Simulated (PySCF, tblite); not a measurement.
**C₃H₇BO₂: dynamics, then NMR shifts on frames**

Aim: move C₃H₇BO₂ (`B1OCCCO1`) away from its starting geometry and see how NMR shifts follow the geometry.

Computed with tblite 0.8.0 and PySCF 2.14.0, with density-fitted response routines of our own, on a single molecule in the gas phase. Atoms are numbered from 0 throughout.

### 1 The starting structure

13 atoms, charge 0, multiplicity 1; geometry from: GFN2-xTB.

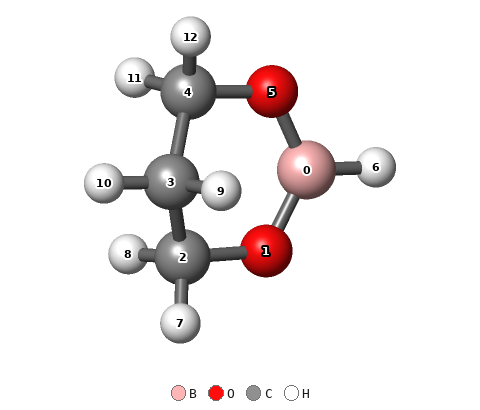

The starting geometry (boron pink, oxygen red, carbon grey, hydrogen white), atoms numbered; sticks join atoms by distance.

### 2 A short Langevin run with GFN2-xTB

The job: settings as JSON, then the geometry in Å.

```
{"job": {"kind": "md", "xc": "GFN2-xTB", "basis": "xTB", "temperature": 400, "steps": 2000, "every": 50, "frames": 5}, "charge": 0, "multiplicity": 1}
B     -0.591165     1.605444     0.236315
O      0.747084     1.435719     0.149783
C      1.271154     0.159711    -0.158382
C      0.328591    -0.955187     0.292444
C     -1.061308    -0.680886    -0.279965
O     -1.500078     0.625902     0.032398
H     -0.989214     2.670314     0.503285
H      2.240511     0.079385     0.345181
H      1.435781     0.102338    -1.242339
H      0.269161    -0.947344     1.382657
H      0.695480    -1.924793    -0.041608
H     -1.050980    -0.794096    -1.371986
H     -1.799404    -1.376021     0.134491
```

Level: GFN2-xTB Langevin dynamics, gas phase.

Command:

```
OMP_NUM_THREADS=1 python probes_run.py task.json out
```

The driver reads the jobs from task.json and runs them one after another.

The program printed:

```text
t/fs     T/K      E/eV
    0.0   333.4   -529.30311
   25.0   258.4   -529.00649
   50.0   256.4   -528.75063
   75.0   255.4   -528.68043
  100.0   458.2   -528.97090
  125.0   375.7   -528.75094
  150.0   421.5   -528.90676
  175.0   295.6   -528.77958
  200.0   356.8   -528.65558
  225.0   266.7   -528.67748
  250.0   354.7   -528.85368
  275.0   253.8   -528.51395
  300.0   420.2   -528.86074
  325.0   348.4   -528.70563
  350.0   380.6   -528.78347
  375.0   367.2   -529.00337
  400.0   339.5   -528.78012
  425.0   288.7   -528.77213
  450.0   366.6   -528.85983
  475.0   305.0   -528.68600
  500.0   312.4   -528.72938
  525.0   314.6   -528.75381
  550.0   399.9   -528.70922
  575.0   353.4   -528.60071
  600.0   366.1   -528.85433
  625.0   418.0   -528.97237
  650.0   346.0   -528.82282
  675.0   423.4   -528.92618
  700.0   408.8   -528.52523
  725.0   525.0   -528.71945
  750.0   419.0   -528.53018
  775.0   372.0   -528.32306
  800.0   557.3   -528.50564
  825.0   595.0   -528.63936
  850.0   525.1   -528.31274
  875.0   580.3   -528.21651
  900.0   630.0   -528.67894
  925.0   457.8   -528.53863
  950.0   428.0   -528.61135
  975.0   564.4   -528.76719
 1000.0   467.5   -528.67068
```

It took 5.5 s on 1 thread of Intel Xeon 6975P-C, shared host; peak memory 0.18 GiB.

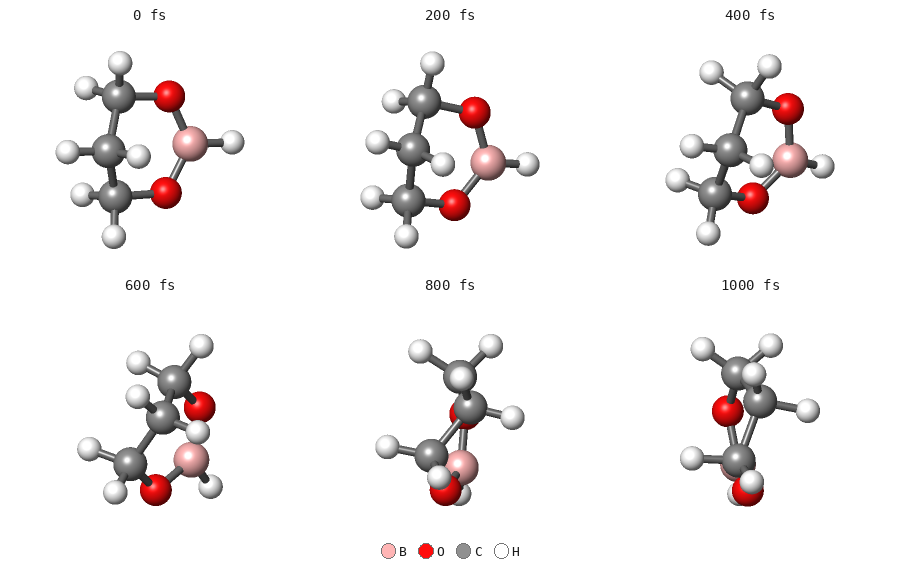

Frames of the run.

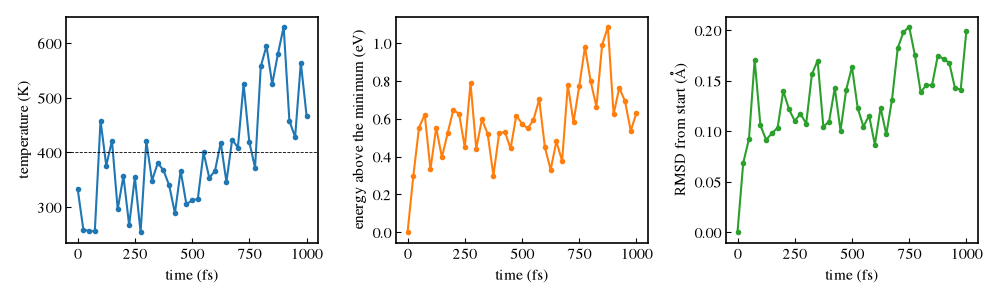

Temperature, potential energy and distance from the start.

Positions (Å) and forces (eV/Å) at 1000 fs:

```xyz
13

B    -0.534    0.785   -0.351    1.226    0.756    0.313
O     0.077    0.329    0.787   -0.348   -0.436    0.165
C    -0.474   -0.838    1.392   -0.431   -1.450   -2.347
C    -2.026   -0.750    1.353    1.325    3.621    0.401
C    -2.586   -0.421   -0.084    1.048    0.009    1.858
O    -1.692    0.350   -0.840   -0.684    0.217   -0.303
H     0.082    1.664   -0.914   -0.555   -0.662    0.233
H    -0.023   -1.070    2.344   -0.137    0.579    0.540
H    -0.154   -1.728    0.737   -0.354    0.807    0.484
H    -2.189    0.206    2.058   -0.197   -1.844   -1.390
H    -2.559   -1.561    1.711   -0.614   -1.524    0.939
H    -2.866   -1.303   -0.619    0.173   -0.788   -0.447
H    -3.502    0.098    0.153   -0.451    0.715   -0.446
```

### 3 Shielding tensors: 250 fs, PBE0/pcSseg-1

The job: settings as JSON, then the geometry in Å.

```
{"job": {"kind": "nmr", "xc": "PBE0", "basis": "pcSseg-1", "pop": false}, "charge": 0, "multiplicity": 1}
B     -0.781500     1.612100     0.224900
O      0.475200     1.230100     0.179900
C      0.803200    -0.111700    -0.020400
C     -0.259700    -0.998800     0.635400
C     -1.569200    -0.641700    -0.048700
O     -1.806400     0.749400     0.026500
H     -0.954000     2.685100     0.549100
H      1.762500    -0.289000     0.422500
H      0.892500    -0.390200    -1.074400
H     -0.281900    -0.846400     1.680900
H     -0.056000    -2.104500     0.599600
H     -1.758100    -0.900800    -1.035400
H     -2.376700    -0.998900     0.602900
```

With the program's defaults for keys left out, this is: GIAO PBE0/pcSseg-1 NMR shielding, non-relativistic, gas phase.

The program printed:

```text
coarse grid: 10856 points
cycle   1  E = -293.3691549219  dE =  1.036e+00  |g| = 7.466e-01  |ddm| = 3.085e+00
cycle   2  E = -293.2800925795  dE =  8.906e-02  |g| = 1.041e+00  |ddm| = 1.239e+00
cycle   3  E = -293.4686999711  dE = -1.886e-01  |g| = 7.175e-02  |ddm| = 7.607e-01
cycle   4  E = -293.4695345822  dE = -8.346e-04  |g| = 3.051e-02  |ddm| = 5.915e-02
cycle   5  E = -293.4697137173  dE = -1.791e-04  |g| = 1.064e-02  |ddm| = 2.608e-02
cycle   6  E = -293.4697311742  dE = -1.746e-05  |g| = 3.837e-03  |ddm| = 7.879e-03
cycle   7  E = -293.4697339273  dE = -2.753e-06  |g| = 2.798e-04  |ddm| = 2.488e-03
final grid: 104856 points
cycle   8  E = -293.5260880312  dE = -3.578e-05  |g| = 1.253e-02  |ddm| = 2.329e-02
cycle   9  E = -293.5260611994  dE =  2.683e-05  |g| = 1.773e-02  |ddm| = 1.648e-02
cycle  10  E = -293.5261165377  dE = -5.534e-05  |g| = 8.614e-04  |ddm| = 1.003e-02
cycle  11  E = -293.5261167035  dE = -1.657e-07  |g| = 2.113e-04  |ddm| = 9.350e-04
cycle  12  E = -293.5261167122  dE = -8.730e-09  |g| = 5.644e-05  |ddm| = 1.844e-04
cycle  13  E = -293.5261167128  dE = -5.992e-10  |g| = 2.637e-05  |ddm| = 5.801e-05
converged SCF energy = -293.5261167128

GIAO shielding tensors (ppm)
atom      isotropic    diamagn.    paramagn.     s11        s22        s33       span
  0 B       78.407     198.189    -119.782     61.421     73.369    100.431     39.010
  1 O      204.848     393.114    -188.266     82.884    186.351    345.309    262.425
  2 C      127.535     243.998    -116.463    108.314    115.348    158.944     50.630
  3 C      156.549     252.065     -95.516    137.065    162.768    169.814     32.749
  4 C      125.893     242.433    -116.540    105.690    110.349    161.639     55.949
  5 O      207.954     394.143    -186.189     86.553    202.483    334.825    248.272
  6 H       28.345      30.951      -2.606     25.165     27.473     32.396      7.231
  7 H       28.051      29.831      -1.780     23.477     27.363     33.313      9.837
  8 H       27.888      30.266      -2.378     23.899     26.446     33.320      9.421
  9 H       30.532      32.443      -1.911     27.459     28.097     36.040      8.580
 10 H       29.264      29.460      -0.196     25.905     26.279     35.608      9.702
 11 H       28.453      30.526      -2.073     23.946     27.385     34.030     10.083
 12 H       27.061      27.900      -0.839     21.967     26.649     32.566     10.599
```

Run time: 9.4 s. Hardware: 1 thread of Intel Xeon 6975P-C, shared host; peak memory 0.65 GiB.

The references, computed at this level on geometries of the same kind, shield at (ppm): 1H TMS 31.72, 13C TMS 186.9, 17O H2O 336.1, 11B BF3·OEt2 100.1. Their shielding less the atom's gives the shift. The references are single molecules in the gas phase, so shifts against H2O, NH3, PH3, H3PO4 or CFCl3 are not on the usual liquid scales and can be off by tens of ppm. Each atom is listed at this fixed geometry, with no averaging over motion; a spectrum would average atoms that exchange fast.

| atoms | environment | σ (ppm) | δ (ppm) |
| --- | --- | --- | --- |
| C4 | sp3 CH2 bonded to O | 125.9 | 61.0 |
| C2 | sp3 CH2 bonded to O | 127.5 | 59.4 |
| C3 | sp3 CH2 in a ring | 156.5 | 30.4 |
| H12 | hydrogen on an sp3 CH2 bonded to O | 27.06 | 4.66 |
| H8 | hydrogen on an sp3 CH2 bonded to O | 27.89 | 3.83 |
| H7 | hydrogen on an sp3 CH2 bonded to O | 28.05 | 3.67 |
| H6 | hydrogen on a boron bonded to 2 O, in a 6-membered ring | 28.34 | 3.37 |
| H11 | hydrogen on an sp3 CH2 bonded to O | 28.45 | 3.26 |
| H10 | hydrogen on an sp3 CH2 in a ring | 29.26 | 2.45 |
| H9 | hydrogen on an sp3 CH2 in a ring | 30.53 | 1.19 |
| B0 | boron bonded to 2 O, H, in a 6-membered ring | 78.4 | 21.7 |
| O1 | oxygen bonded to C, B, in a 6-membered ring | 204.8 | 131.2 |
| O5 | oxygen bonded to C, B, in a 6-membered ring | 208.0 | 128.1 |

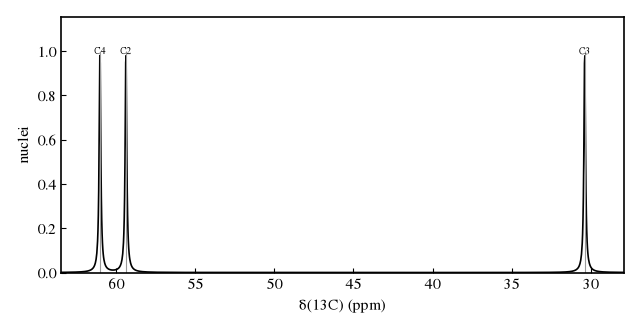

13C lines at the computed shifts, without couplings. Lines are broadened to a width of 0.12 ppm (Lorentzian).

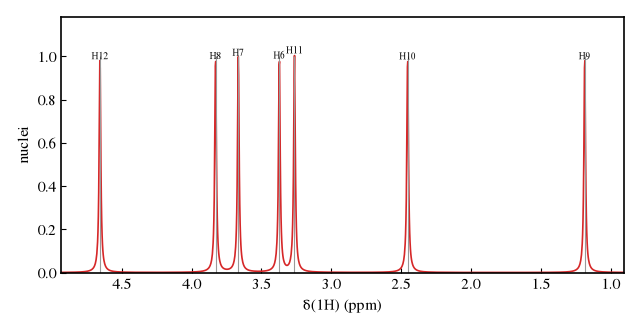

1H lines at the computed shifts, without couplings. Lines are broadened to a width of 0.01 ppm (Lorentzian).

Ring of atoms B0, O1, C2, C3, C4, O5: NICS(0) -1.5, NICS(1) -1.7, NICS(1)zz -0.1 ppm (means of both faces; NICS(1) differs between them: -2.8 and -0.6).

### 4 NMR shieldings: 425 fs, PBE0/pcSseg-1

The job: settings as JSON, then the geometry in Å.

```
{"job": {"kind": "nmr", "xc": "PBE0", "basis": "pcSseg-1", "pop": false}, "charge": 0, "multiplicity": 1}
B     -0.946600     1.460900     0.409600
O      0.304700     0.899900     0.403400
C      0.433800    -0.524900     0.292000
C     -0.748200    -1.153700     1.141500
C     -2.072000    -0.624300     0.778400
O     -2.098900     0.777600     0.658600
H     -1.047100     2.595600     0.563500
H      1.359300    -0.746700     0.790500
H      0.453500    -0.782000    -0.749000
H     -0.551300    -0.776400     2.214000
H     -0.684500    -2.266500     1.200700
H     -2.559400    -1.130100    -0.033100
H     -2.819300    -0.785100     1.669500
```

Level: GIAO PBE0/pcSseg-1 NMR shielding, non-relativistic, gas phase.

The program printed:

```text
coarse grid: 10856 points
cycle   1  E = -293.3668545472  dE =  8.183e-01  |g| = 7.447e-01  |ddm| = 3.054e+00
cycle   2  E = -293.2610483092  dE =  1.058e-01  |g| = 1.081e+00  |ddm| = 1.240e+00
cycle   3  E = -293.4666361552  dE = -2.056e-01  |g| = 6.908e-02  |ddm| = 7.706e-01
cycle   4  E = -293.4674540710  dE = -8.179e-04  |g| = 2.686e-02  |ddm| = 5.691e-02
cycle   5  E = -293.4676101758  dE = -1.561e-04  |g| = 8.407e-03  |ddm| = 2.434e-02
cycle   6  E = -293.4676236359  dE = -1.346e-05  |g| = 2.788e-03  |ddm| = 6.781e-03
cycle   7  E = -293.4676250389  dE = -1.403e-06  |g| = 4.558e-04  |ddm| = 1.931e-03
final grid: 104856 points
cycle   8  E = -293.5232685139  dE = -2.929e-05  |g| = 1.108e-02  |ddm| = 2.138e-02
cycle   9  E = -293.5232445211  dE =  2.399e-05  |g| = 1.613e-02  |ddm| = 1.519e-02
cycle  10  E = -293.5232914065  dE = -4.689e-05  |g| = 8.923e-04  |ddm| = 9.248e-03
cycle  11  E = -293.5232915797  dE = -1.733e-07  |g| = 2.071e-04  |ddm| = 9.172e-04
cycle  12  E = -293.5232915887  dE = -8.980e-09  |g| = 5.023e-05  |ddm| = 1.931e-04
cycle  13  E = -293.5232915892  dE = -5.230e-10  |g| = 2.031e-05  |ddm| = 5.591e-05
converged SCF energy = -293.5232915892

GIAO shielding tensors (ppm)
atom      isotropic    diamagn.    paramagn.     s11        s22        s33       span
  0 B       75.076     195.957    -120.882     58.105     68.959     98.163     40.058
  1 O      199.347     394.036    -194.689     65.116    193.765    339.159    274.043
  2 C      123.617     244.247    -120.630    103.424    111.326    156.102     52.678
  3 C      148.560     250.505    -101.945    136.489    152.483    156.708     20.219
  4 C      122.770     238.841    -116.071    103.157    107.972    157.183     54.026
  5 O      198.642     393.346    -194.704     55.593    189.985    350.347    294.754
  6 H       27.869      30.480      -2.611     24.725     27.294     31.590      6.865
  7 H       27.840      30.120      -2.281     23.775     27.112     32.633      8.858
  8 H       27.957      30.781      -2.824     23.895     26.781     33.195      9.301
  9 H       27.829      29.071      -1.242     23.823     26.782     32.883      9.060
 10 H       28.988      28.651       0.338     25.684     26.558     34.723      9.039
 11 H       27.795      28.476      -0.680     23.740     27.046     32.600      8.861
 12 H       25.879      24.762       1.117     21.309     24.910     31.418     10.109
```

Wall time 8.8 s (1 thread of Intel Xeon 6975P-C, shared host); peak memory 0.69 GiB.

Key values: δ C4 64.2, C2 63.3, C3 38.4, B0 25.0, H12 5.84, H11 3.92 ppm.

(Part 1 of 2 ends here.)
